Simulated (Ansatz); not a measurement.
# Σ9 (114) boundary in bcc W, starting shift (0.33, 0): structure and resistance, part 3 of 3

Aim: the relaxed structure and the specific resistance of the Σ9 (114) boundary in bcc W, starting shift (0.33, 0).

Ansatz 0.2.0; Ansatz plane-wave DFT, PBE, PAW files; relaxation of a bicrystal slab with its lowest layers held; PAW set soft_1 (the session's first sound run).

So far. Step 3 (Transmission across the boundary): Over the solved energies the transmission per spin lies between 1.20 and 1.24, out of 2.62 channels of the lead on average (up to 2.83). Step 4 (Specific resistance): Averaged over the energies near the Fermi level, 46.6 % of the channels pass, which makes 1.20 fΩ m².

## 5. Single-crystal slab for reference

This step: Ansatz plane-wave DFT, PBE, PAW files; relaxation of a single-crystal slab with its lowest layers held; PAW set soft_1 (Ansatz 0.2.0).

System of this step: W slab, plane (1, 1, 4). The cell holds 26 atoms: 26 W. Its edges and angles: a = 5.248 Å, b = 4.476 Å, c = 29.649 Å, α = 90.0°, β = 90.0°, γ = 64.8°. It derives from W. Vacuum lies along c.

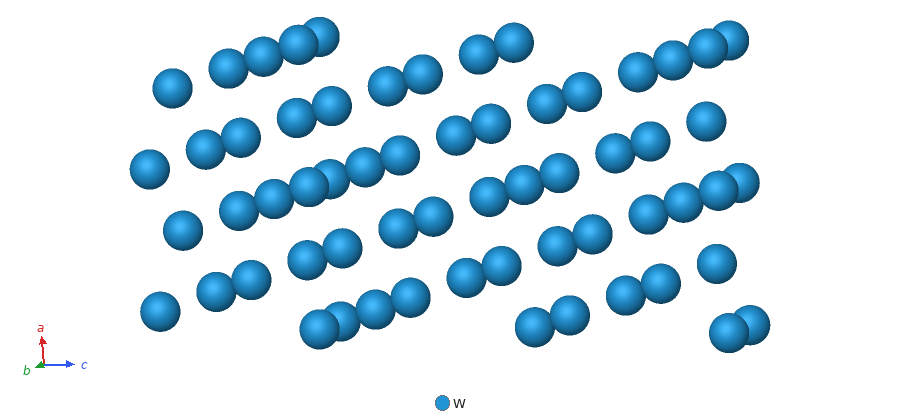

The cell of this step (tungsten blue). 2×1×1 cells are drawn. Some periodic images of atoms are drawn too.

Contents of input.yaml:

```yaml
crystal:
  lattice:
    - [5.2482270683, 0.0, 0.0]
    - [1.9084462066, 4.0484257627, 0.0]
    - [0.0, 0.0, 29.6487628425]
  atoms:
    - { symbol: W, position: [0.1111111112, 0.9444444447, 0.1686411007] }
    - { symbol: W, position: [0.6666666667, 0.6666666669, 0.1938006838] }
    - { symbol: W, position: [0.2222222223, 0.3888888891, 0.218960267] }
    - { symbol: W, position: [0.7777777778, 0.1111111113, 0.2441198501] }
    - { symbol: W, position: [0.3333333334, 0.8333333335, 0.2692794333] }
    - { symbol: W, position: [0.8888888889, 0.5555555557, 0.2944390164] }
    - { symbol: W, position: [0.4444444445, 0.277777778, 0.3195985995] }
    - { symbol: W, position: [1.0e-10, 2.0e-10, 0.3447581827] }
    - { symbol: W, position: [0.5555555556, 0.7222222224, 0.3699177658] }
    - { symbol: W, position: [0.1111111112, 0.4444444446, 0.3950773489] }
    - { symbol: W, position: [0.6666666667, 0.1666666668, 0.4202369321] }
    - { symbol: W, position: [0.2222222223, 0.888888889, 0.4453965152] }
    - { symbol: W, position: [0.7777777778, 0.6111111112, 0.4705560984] }
    - { symbol: W, position: [0.3333333334, 0.3333333334, 0.4957156815] }
    - { symbol: W, position: [0.8888888889, 0.0555555557, 0.5208752646] }
    - { symbol: W, position: [0.4444444445, 0.7777777779, 0.5460348478] }
    - { symbol: W, position: [0.0, 0.5000000001, 0.5711944309] }
    - { symbol: W, position: [0.5555555556, 0.2222222223, 0.5963540141] }
    - { symbol: W, position: [0.1111111111, 0.9444444445, 0.6215135972] }
    - { symbol: W, position: [0.6666666667, 0.6666666667, 0.6466731803] }
    - { symbol: W, position: [0.2222222222, 0.3888888889, 0.6718327635] }
    - { symbol: W, position: [0.7777777778, 0.1111111111, 0.6969923466] }
    - { symbol: W, position: [0.3333333333, 0.8333333334, 0.7221519297] }
    - { symbol: W, position: [0.8888888889, 0.5555555556, 0.7473115129] }
    - { symbol: W, position: [0.4444444444, 0.2777777778, 0.772471096] }
    - { symbol: W, position: [0.0, 0.0, 0.7976306792] }
kpoints:
  mp_grid: { grid: [6, 6, 1] }
hamiltonian:
  xc: pbe
  pseudopotentials: { kind: paw, azcp: { folder: soft_1 } }
scf:
  occupations: { method: fermi_dirac, width: 0.1 }
relax:
  f_tol: 0.03
  max_steps: 80
  constraints: [{ sites: [0, 1, 2, 3, 4] }]
```

Started as:

```
$ ansatz run input.yaml --threads 4 --pin off --max-ram 15360MiB --backend cpu --events-out ev --progress --plain --runs-dir out
```

Numbers of over 12 decimals in the logs are rounded to 6 here.

Output:

```text
Warning: crystal.symmetry: narrowed to the stabiliser of the relax constraints — unitary ops 4 → 2; lowered at sites 0, 1, 2, 3, 4, 21, 22, 23, 24, 25 (the operations that carried what is held of a site onto what its image site leaves free; the constrained walk keeps no symmetry that its constraints do not admit)
[...]
Crystal: 26 atoms, lattice volume = 629.949 Å³
Basis set: ecut = 420 eV, 12319 PW (Γ), exchange–correlation on 72×60×400 points (8 copies of the dense FFT grid, shifted against one another)
Bands: 219, of which v1, the nominal top of the filled ones, is band 182 counted from 1 (181 counted from 0)
Symmetry: 2 space group operations
k-points: 13 of 36 (time reversal used)
[...]
SCF iter   1: F=—  HF=-270035.261260 eV  |F-HF|=—  |Δ(HF+E_count)|=         —  Δρ=5.81e-2  dr2=2.30e2  ethr=3.10e-3  ⟨swp⟩=8.8  Hψ=13327  notcnv=0
[...]
SCF iter   9: F=-270023.586543 eV  HF=-270023.586545 eV  |F-HF|=1.44e-6  |Δ(HF+E_count)|=   3.77e-6  Δρ=1.98e-5  dr2=7.74e-6  ethr=6.18e-9  ⟨swp⟩=3.4  Hψ=10470  notcnv=0
SCF 1 converged in 9 iterations: F = -270023.586543 eV  dr2 = 7.74e-6
[...]
relax step   1: F+E_penalty+E_count = -270023.58654330 eV  Δ(F+E_penalty+E_count) = +0.000e0 eV  max|allowed force component| = 2.538e0 eV/Å  Δτ_max = 0.0000 Å  (9 SCF iters, dr2 threshold 2.25e-5 eV, accepted)
[...]
SCF iter   1: F=—  HF=-270023.977614 eV  |F-HF|=—  |Δ(HF+E_count)|=         —  Δρ=7.98e-3  dr2=2.63e0  ethr=6.08e-4  ⟨swp⟩=2.1  Hψ=9328  notcnv=0
eigensolver tolerance schedule calibrated: the retry pair's looser diagonalisation under-reported the residual by θ = 0.16 (0.23/decade); ethr = c·dr2/N_el runs at the constant in force after the calibration composes with the one it found (an armed cap, an earlier calibration), c = 2.0e-2
[...]
SCF iter   2: F=—  HF=-270023.921164 eV  |F-HF|=—  |Δ(HF+E_count)|=   5.65e-2  Δρ=3.41e-3  dr2=2.79e-1  ethr=1.43e-4  ⟨swp⟩=5.8  Hψ=6963  notcnv=0
[...]
SCF iter   6: F=-270023.876269 eV  HF=-270023.876296 eV  |F-HF|=2.73e-5  |Δ(HF+E_count)|=   3.26e-5  Δρ=4.23e-5  dr2=4.14e-5  ethr=5.42e-9  ⟨swp⟩=2.2  Hψ=10841  notcnv=0
SCF 2 converged in 6 iterations: F = -270023.876269 eV  dr2 = 4.14e-5
relax step   2: F+E_penalty+E_count = -270023.87626920 eV  Δ(F+E_penalty+E_count) = -2.897e-1 eV  max|allowed force component| = 1.138e0 eV/Å  Δτ_max = 0.1910 Å  (6 SCF iters, dr2 threshold 1.00e-4 eV, accepted)
[...]
SCF iter   6: F=-270023.945059 eV  HF=-270023.945073 eV  |F-HF|=1.41e-5  |Δ(HF+E_count)|=   2.12e-5  Δρ=4.61e-5  dr2=3.42e-5  ethr=1.58e-8  ⟨swp⟩=3.0  Hψ=11268  notcnv=0
SCF 3 converged in 6 iterations: F = -270023.945059 eV  dr2 = 3.42e-5
relax step   3: F+E_penalty+E_count = -270023.94505934 eV  Δ(F+E_penalty+E_count) = -6.879e-2 eV  max|allowed force component| = 4.146e-1 eV/Å  Δτ_max = 0.1467 Å  (6 SCF iters, dr2 threshold 8.10e-5 eV, accepted)
[...]
relax step   4: F+E_penalty+E_count = -270023.96173602 eV  Δ(F+E_penalty+E_count) = -1.668e-2 eV  max|allowed force component| = 1.107e-1 eV/Å  Δτ_max = 0.0478 Å  (5 SCF iters, dr2 threshold 2.28e-5 eV, accepted)
[...]
relax step   5: F+E_penalty+E_count = -270023.96358753 eV  Δ(F+E_penalty+E_count) = -1.852e-3 eV  max|allowed force component| = 3.395e-2 eV/Å  Δτ_max = 0.0174 Å  (7 SCF iters, accepted)
SCF iter   1: F=—  HF=-270023.964407 eV  |F-HF|=—  |Δ(HF+E_count)|=         —  Δρ=4.14e-4  dr2=2.48e-3  ethr=1.17e-5  ⟨swp⟩=2.2  Hψ=4308  notcnv=0
[...]
SCF iter   6: F=-270023.963713 eV  HF=-270023.963713 eV  |F-HF|=2.92e-8  |Δ(HF+E_count)|=   4.89e-9  Δρ=1.57e-6  dr2=4.85e-8  ethr=2.75e-11  ⟨swp⟩=5.2  Hψ=9482  notcnv=0
SCF 6 converged in 6 iterations: F = -270023.963713 eV  dr2 = 4.85e-8
relax step   6: F+E_penalty+E_count = -270023.96371324 eV  Δ(F+E_penalty+E_count) = -1.257e-4 eV  max|allowed force component| = 1.443e-2 eV/Å  Δτ_max = 0.0050 Å  (6 SCF iters, accepted)
SCF converged after 6 iterations
Free energy (F): -270023.963713 eV
[...]
Internal energy: -270023.473718 eV  (E = F + TS)
E sigma→0 (E₀):  -270023.718716 eV
Entropy (-TS):   -0.489995 eV (-18.846 meV/atom)
Fermi energy:    13.312200 eV
[...]
--- Forces (eV/Å), atoms counted from 1 ---
  atom   1  W      0.14619609    -0.06891750     2.54873575
  atom   2  W     -0.42865037     0.20206772     0.17942192
  atom   3  W     -0.00713368     0.00336285    -1.35953923
  atom   4  W     -0.02340921     0.01103521    -1.30743014
  atom   5  W      0.31397233    -0.14800797    -0.06631559
  atom   6  W     -0.00077024     0.00036309     0.00101519
  atom   7  W     -0.00109645     0.00051687    -0.00022423
  atom   8  W     -0.00032922     0.00015519    -0.00020309
  atom   9  W     -0.00055725     0.00026269     0.00091861
  atom  10  W      0.00013321    -0.00006280     0.00029842
  atom  11  W      0.00106269    -0.00050095     0.00128557
  atom  12  W     -0.00060717     0.00028622    -0.00074925
  atom  13  W      0.00001990    -0.00000938     0.00351482
  atom  14  W      0.00067306    -0.00031729    -0.00417732
  atom  15  W      0.00283766    -0.00133768     0.00437485
  atom  16  W      0.00246113    -0.00116019    -0.00479342
  atom  17  W      0.00360869    -0.00170115     0.00805068
  atom  18  W     -0.00229301     0.00108094    -0.00788478
  atom  19  W      0.00131349    -0.00061918     0.00521203
  atom  20  W     -0.00126895     0.00059819    -0.00301323
  atom  21  W     -0.00027874     0.00013140     0.00834493
  atom  22  W     -0.00080079     0.00037750    -0.01442816
  atom  23  W     -0.00033785     0.00015927    -0.00202651
  atom  24  W     -0.00217158     0.00102369     0.00180172
  atom  25  W      0.00077234    -0.00036408     0.00579088
  atom  26  W     -0.00334986     0.00157914     0.00205209
  max |Σ_I F_I| component: 3.25e-5 eV/Å
--- Relaxed structure (6 steps of the walk, 6 accepted, 0 SCFs on fresh bases) ---
  F+E_penalty+E_count = -270023.96371324 eV   max|allowed force component| = 1.443e-2 eV/Å
  atoms:
    - { symbol: W, position: [0.111111, 0.944444, 0.168641] }
    - { symbol: W, position: [0.666667, 0.666667, 0.193801] }
    - { symbol: W, position: [0.222222, 0.388889, 0.218960] }
    - { symbol: W, position: [0.777778, 0.111111, 0.244120] }
    - { symbol: W, position: [0.333333, 0.833333, 0.269279] }
    - { symbol: W, position: [0.889771, 0.555115, 0.294748] }
    - { symbol: W, position: [0.444048, 0.277976, 0.320422] }
    - { symbol: W, position: [-0.00176724, 0.000883618, 0.345505] }
    - { symbol: W, position: [0.553494, 0.723253, 0.371199] }
    - { symbol: W, position: [0.108864, 0.445568, 0.396235] }
    - { symbol: W, position: [0.665329, 0.167335, 0.421882] }
    - { symbol: W, position: [0.220659, 0.889670, 0.447238] }
    - { symbol: W, position: [0.776251, 0.611875, 0.472823] }
    - { symbol: W, position: [0.331054, 0.334473, 0.498013] }
    - { symbol: W, position: [0.886569, 0.056716, 0.523725] }
    - { symbol: W, position: [0.441675, 0.779162, 0.549160] }
    - { symbol: W, position: [-0.00204582, 0.501023, 0.574543] }
    - { symbol: W, position: [0.553300, 0.223350, 0.599528] }
    - { symbol: W, position: [0.109759, 0.945120, 0.625495] }
    - { symbol: W, position: [0.663597, 0.668201, 0.650570] }
    - { symbol: W, position: [0.216731, 0.391634, 0.675994] }
    - { symbol: W, position: [0.770339, 0.114830, 0.700838] }
    - { symbol: W, position: [0.332053, 0.833973, 0.728201] }
    - { symbol: W, position: [0.888588, 0.555706, 0.753405] }
    - { symbol: W, position: [0.460279, 0.269861, 0.775078] }
    - { symbol: W, position: [-0.00460297, 0.00230149, 0.796596] }
```

The job ended after 6.4 min (4 threads of Arm Neoverse V1, shared host; peak memory 3.1 GiB).

Relaxation path:

| step | energy less that of the first step (eV) | largest force component (eV/Å) |
| --- | --- | --- |
| 1 | 0.0000 | 2.5380 |
| 2 | -0.2897 | 1.1383 |
| 3 | -0.3585 | 0.4146 |
| 4 | -0.3752 | 0.1107 |
| 5 | -0.3770 | 0.0339 |
| 6 | -0.3772 | 0.0144 |

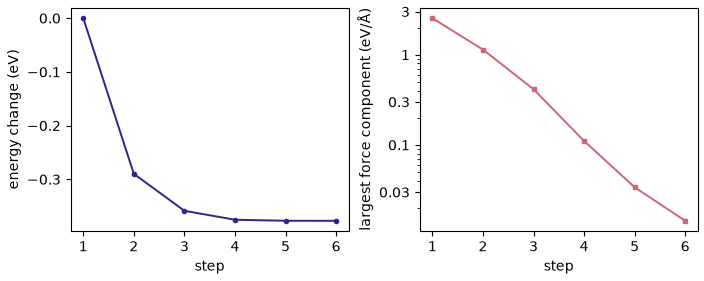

Energy and largest force along the relaxation.

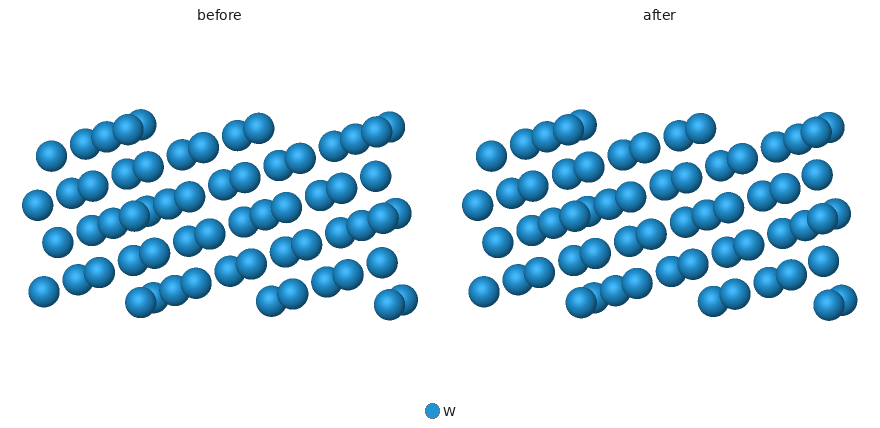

The structure before and after the relaxation, drawn at the same scale.

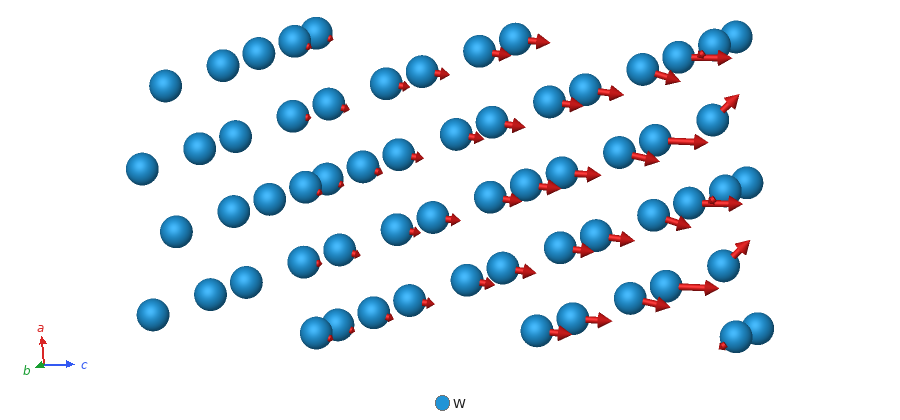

Displacements in the relaxation, exaggerated; the longest in the cell stands for 0.18 Å. 2×1×1 cells are drawn. Some periodic images of atoms are drawn too.

The atoms that moved most (Å):

| atom | dx | dy | dz | length |
| --- | --- | --- | --- | --- |
| W24 | -0.001 | 0.001 | 0.181 | 0.181 |
| W23 | -0.005 | 0.003 | 0.179 | 0.179 |
| W21 | -0.024 | 0.011 | 0.123 | 0.126 |
| W22 | -0.032 | 0.015 | 0.114 | 0.119 |
| W19 | -0.006 | 0.003 | 0.118 | 0.118 |
| W20 | -0.013 | 0.006 | 0.116 | 0.116 |
| W25 | 0.068 | -0.032 | 0.077 | 0.108 |
| W17 | -0.009 | 0.004 | 0.099 | 0.100 |

The relaxed structure:

```xyz
26
Lattice="5.2482 0.0000 0.0000 1.9084 4.0484 0.0000 0.0000 0.0000 29.6488" Properties=species:S:1:pos:R:3
W     2.3856    3.8235    5.0000
W     4.7711    2.6990    5.7460
W     1.9084    1.5744    6.4919
W     4.2940    0.4498    7.2379
W     3.3398    3.3737    7.9838
W     5.7291    2.2473    8.7389
W     2.8610    1.1254    9.5001
W    -0.0076    0.0036   10.2438
W     4.2852    2.9280   11.0056
W     1.4217    1.8038   11.7479
W     3.8111    0.6774   12.5083
W     2.8560    3.6018   13.2601
W     5.2417    2.4771   14.0186
W     2.3758    1.3541   14.7655
W     4.7612    0.2296   15.5278
W     3.8050    3.1544   16.2819
W     0.9454    2.0284   17.0345
W     3.3301    0.9042   17.7753
W     2.3798    3.8262   18.5452
W     4.7579    2.7052   19.2886
W     1.8849    1.5855   20.0424
W     4.2621    0.4649   20.7790
W     3.3343    3.3763   21.5903
W     5.7240    2.2497   22.3375
W     2.9307    1.0925   22.9801
W    -0.0198    0.0093   23.6181
```

Numbers from this step:

- free energy: -270023.9637 eV
- energy at zero smearing: -270023.7187 eV
- Fermi energy: 13.31 eV

The largest force component on a free atom ends at 0.014 eV/Å, under the tolerance of 0.03, after 6 steps.

## 6. Bulk reference

This step: Ansatz plane-wave DFT, PBE, PAW files; bulk reference; PAW set soft_1 (Ansatz 0.2.0).

System of this step: W. It takes space group Im-3m (No. 229, cubic). Conventional cell: a = 3.165 Å, b = 3.165 Å, c = 3.165 Å, α = 90.00°, β = 90.00°, γ = 90.00°. W has 8 W at 2.74 Å nearest.

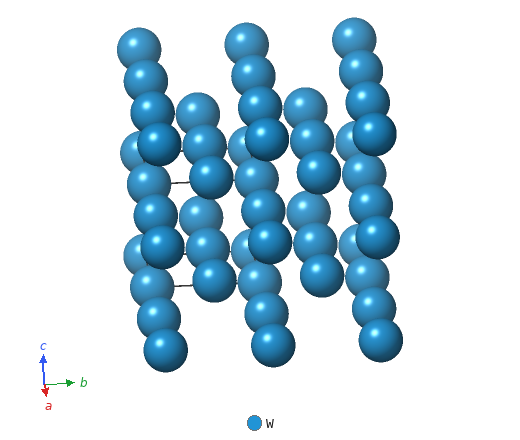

The cell of this step (tungsten blue). 3×2×2 conventional cells are drawn. Some periodic images of atoms are drawn too.

input.yaml, the sections that differ from step 5:

```yaml
crystal:
  lattice:
    - [-1.5824, 1.5824, 1.5824]
    - [1.5824, -1.5824, 1.5824]
    - [1.5824, 1.5824, -1.5824]
  atoms:
    - { symbol: W, position: [0.0, 0.0, 0.0] }
kpoints:
  mp_grid: { grid: [19, 19, 19] }
# hamiltonian, scf: as in step 5
# relax: removed
```

Output:

```text
[...]
Crystal: 1 atoms, lattice volume = 15.849 Å³
Basis set: ecut = 420 eV, 321 PW (Γ)
Bands: 11, of which v1, the nominal top of the filled ones, is band 7 counted from 1 (6 counted from 0)
Symmetry: 48 space group operations
[...]
k-points: 220 of 6859
[...]
SCF iter   1: F=—  HF=-10386.114845 eV  |F-HF|=—  |Δ(HF+E_count)|=         —  Δρ=6.30e-2  dr2=5.37e-1  ethr=3.10e-3  ⟨swp⟩=5.0  Hψ=12597  notcnv=0
[...]
SCF iter   6: F=-10385.924644 eV  HF=-10385.924644 eV  |F-HF|=9.20e-10  |Δ(HF+E_count)|=   1.49e-8  Δρ=3.40e-6  dr2=1.25e-9  ethr=6.35e-10  ⟨swp⟩=1.0  Hψ=6462  notcnv=0
SCF 1 converged in 6 iterations: F = -10385.924644 eV  dr2 = 1.25e-9
[...]
SCF converged after 6 iterations
Free energy (F): -10385.924644 eV
[...]
Internal energy: -10385.910479 eV  (E = F + TS)
E sigma→0 (E₀):  -10385.917561 eV
Entropy (-TS):   -0.014165 eV (-14.165 meV/atom)
Fermi energy:    22.404939 eV
[...]
```

Elapsed: 0.65 s, on 4 threads; peak memory 0.28 GiB.

Numbers from this step:

| Item | Value |
| --- | --- |
| free energy | -10385.9246 eV |
| energy at zero smearing | -10385.9176 eV |
| Fermi energy | 22.40 eV |

## 7. Boundary energy

This step: Ansatz plane-wave DFT, PBE, PAW files; bicrystal less single-crystal slab less bulk atoms, a boundary area; PAW set soft_1 (Ansatz 0.2.0).

Numbers from this step:

```yaml
excess_energy_of_the_cell: 3.224 eV
boundary_energy: 2.431 J/m²
```

The boundary costs 2.4 J/m².

By hand: 3.22 eV / 21.25 Å² × 16.02 = 2.43 J/m².

## 8. Summary of results

```
specific resistance of the boundary : 1.20 fΩ m²
share of channels that pass         : 0.466
boundary energy                     : 2.43 J/m²
```

In words: The boundary has a specific resistance of 1.2 fΩ m² and an energy of 2.4 J/m². The boundary reflects 53 % of the channels; 1.2 fΩ m² is 12×10⁻¹² Ω·cm². That equals the resistance of 22 nm of bulk W at 300 K (measured 5.44 µΩ cm, CRC Handbook of Chemistry and Physics, 84th ed., 2003, Electrical Resistivity of Pure Metals). In the relaxation the upper grain slid sideways by about 0.9 Å, so the result belongs to the position that it found, not to the starting one. One starting structure was relaxed; another shift or atom count at the boundary may lie lower. Spin-orbit coupling is left out, which matters for W.

[Logs are printed without paths, hosts, clocks, repeated set-up lines and the standing remarks that a program may print on its own settings, such as how far it seeks lower states.]

[Hosts, paths, dates, database ids (printed as entryN), source tags and the programs' standing remarks are cut or masked in the printed files.]
